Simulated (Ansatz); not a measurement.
# SiSe (SMILES [Si][Se]) at MP2/aug-cc-pVTZ

What is the electronic atomisation energy of SiSe at MP2/aug-cc-pVTZ? 

Program for the calculation: Ansatz 0.2.0.

20 further runs of the same task are left out: 20 set aside as unsound or not needed.

## (1) The molecule

The species is SiSe (2 atoms), meant as a singlet with charge 0. As SMILES, `[Si][Se]`. Geometry: relaxed at PBE0-D4/def2-TZVP.

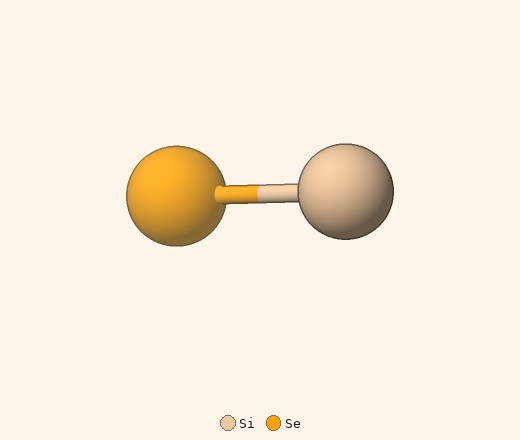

The structure, seen from a chosen angle (silicon light orange, selenium orange).

## (2) A single-point energy at MP2/aug-cc-pVTZ

job.yaml

```yaml
crystal:
  periodic: [false, false, false]
  atoms:
    - {symbol: Si, position_ang: [0.000000, 0.000000, 0.031440]}
    - {symbol: Se, position_ang: [-0.000000, -0.000000, 2.093090]}
basis:
  gaussian: {orbitals: aug-cc-pVTZ}
correlation: {method: mp2, frozen_orbitals: {Se: 9, Si: 5}}
accuracy: high
```

Command:

```sh
$ ansatz run job.yaml --threads 1 --pin off --max-ram 3480MiB --events-out events.jsonl --progress --plain --runs-dir runs
```

Log:

```text
Warning: RAYON_NUM_THREADS=1 ignored (pool sized by the plan → 1); use --threads N
Functional definition: HF
  name "HF"
  exchange = exact_x
  correlation = 0
1391 factors; integrals over basis functions are off by at most 4.1e-9 eV
mean field evaluation 1: about -73166.1000 eV, gradient 1.5e1 eV
mean field evaluation 2: about -73166.2891 eV, gradient 1.5e1 eV
mean field evaluation 4: about -73167.2507 eV, gradient 1.4e0 eV
mean field evaluation 8: about -73167.2720 eV, gradient 1.1e-4 eV
mean field evaluation 16: about -73167.2721 eV, gradient 1.3e-8 eV
mean field -73167.27207176 eV, -2688.8476540787 hartree, gradient 1.7e-8 eV, S^2 0.000000; 0 other end points of the search recorded, 0 dependent functions left out
14 core orbitals not correlated: weight in the atoms' cores, before any rotation towards them, 1.000 or more for the frozen orbitals, at most 0.000 for the correlated occupied ones
reference -73167.27207176 eV, -2688.8476540787 hartree; 10, 10 occupied and 85, 85 virtual orbitals, 1391 factors
second order -8.48449983 eV of doubles, -0.00000000 eV of singles
Total energy: -73175.75657159 eV, -2689.1594536966 hartree
```

Run time: 4.5 s. Hardware: 1 thread of Arm Neoverse V1, shared host; peak memory 0.24 GiB.

## (3) The Se atom at the same level

job.yaml

```yaml
crystal:
  periodic: [false, false, false]
  atoms:
    - {symbol: Se, position_ang: [0.000000, 0.000000, 0.000000]}
basis:
  gaussian:
    orbitals: aug-cc-pVTZ
magnetization:
  spin_polarized: true
  initial_magnetization: 2
correlation:
  method: mp2
  frozen_orbitals: {Se: 9}
accuracy: high
```

Run the same way, it converges to -2400.03863 Eh (log not shown).

## (4) The Si atom

molecule.yaml

```yaml
crystal:
  periodic: [false, false, false]
  atoms:
    - {symbol: Si, position_ang: [0.000000, 0.000000, 0.000000]}
basis:
  gaussian:
    orbitals: aug-cc-pVTZ
magnetization:
  spin_polarized: true
  initial_magnetization: 2
correlation:
  method: mp2
  frozen_orbitals: {Si: 5}
accuracy: high
```

Run the same way, it converges to -288.91327 Eh (log not shown).

## (5) Results

Level: MP2/aug-cc-pVTZ, 14 core orbitals frozen.

| quantity | value |
| --- | --- |
| molecule: total energy | -2689.15945 Eh |
| molecule: correlation energy (14 core orbitals frozen) | -311.8 mEh |
| Se atom: total energy | -2400.03863 Eh |
| Se atom: correlation energy (9 core orbitals frozen) | -166.1 mEh |
| Se atom: ⟨S²⟩ of the reference determinant | 2.012 |
| Si atom: total energy | -288.91327 Eh |
| Si atom: correlation energy (5 core orbitals frozen) | -56.6 mEh |
| Si atom: ⟨S²⟩ of the reference determinant | 2.015 |
| electronic atomisation energy | 5.648 eV |

Taking the molecule apart into free atoms costs 5.65 eV (545 kJ/mol), before zero-point energy and without spin-orbit coupling.
